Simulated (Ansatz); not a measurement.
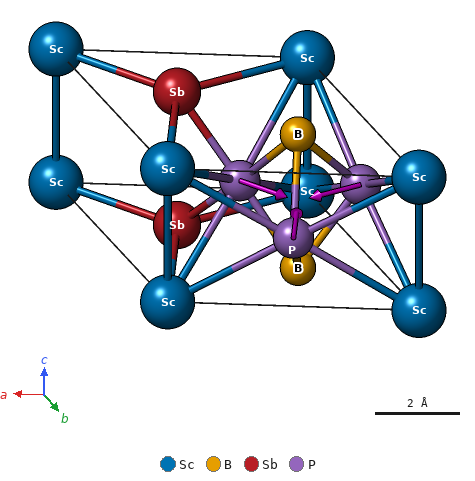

This is a relaxation of crystalline ScBSbP3 (a generated structure, set up in P-6m2) (coarse preliminary run). The starting structure is drawn; purple arrows show the displacements (the part carried along by the change of the cell is left out), magnified 5 times.

Style: ball-and-stick. Shown: the cell of the calculation, from a free direction.

Theory: DFT PBE, scalar-relativistic, plane waves, PAW (Ansatz 0.2.0).

The input:
```yaml
crystal:
  lattice:
    - [6.05090638, 0.0, 0.0]
    - [-3.02545319, 5.24023864, 0.0]
    - [0.0, 0.0, 3.77373843]
  atoms:
    - { symbol: Sc, position: [0.0, 0.0, 0.0] }
    - { symbol: B, position: [0.33333333, 0.66666667, 0.0] }
    - { symbol: Sb, position: [0.66666667, 0.33333333, 0.0] }
    - { symbol: P, position: [0.012965, 0.5064825, 0.5] }
    - { symbol: P, position: [0.4935175, 0.5064825, 0.5] }
    - { symbol: P, position: [0.4935175, 0.987035, 0.5] }
basis:
  ecutwfc: 420
kpoints:
  mp_grid: { grid: [3, 3, 4] }
hamiltonian:
  xc: pbe
scf:
  occupations: { method: gaussian, width: 0.1 }
  lower_state_search: "off"
output:
  forces: true
  stress: true
  eigenvalues: true
relax:
  adjacent_minimum: "off"
  f_tol: 0.04
  max_steps: 70
  cell: { stress_tol: 0.4 }
```

Run as
```bash
ansatz run input.yaml --threads 1 --pin off --max-ram 2560MiB --backend cpu --events-out ev --progress --plain --runs-dir out
```

### Atoms of which element are displaced furthest, and by how much?

Phosphorus: up to 0.28 Å, against 0.00 Å for scandium.

### What happened in the run?

The largest moves relative to the cell, 0.28 Å, are those of P4, P5 and P6. P5 goes along [−1 1 0]. Sc and B and Sb stay in place. Cell: a = b 6.051 → 6.080 Å (+0.5 %), c 3.774 → 3.396 Å (−10.0 %). Volume −9.1 %. Among the contacts that change: P4–P5 2.908 → 2.438 Å, Sc1–Sc1 3.774 → 3.396 Å, B2–P4 2.526 → 2.206 Å, Sb3–P4 2.618 → 2.703 Å. Bond angles that change, for instance: Sb3–P5–Sb3 92.2° → 77.8°. The space group stays P-6m2 (No. 187). After 7 accepted moves (8 points after the start) the energy has fallen by 219 meV per atom. Largest force component: 2.2 eV/Å at the start, 0.014 eV/Å at the end. Pressure: −5.77 GPa at the start and −0.07 GPa at the end. At 1 point the geometry stayed and the basis and grid were re-selected for the new cell (energy shift of 0.3 meV per atom at most each time).

Limits of the set-up: the k-point mesh is coarse for a cell with partly filled bands.
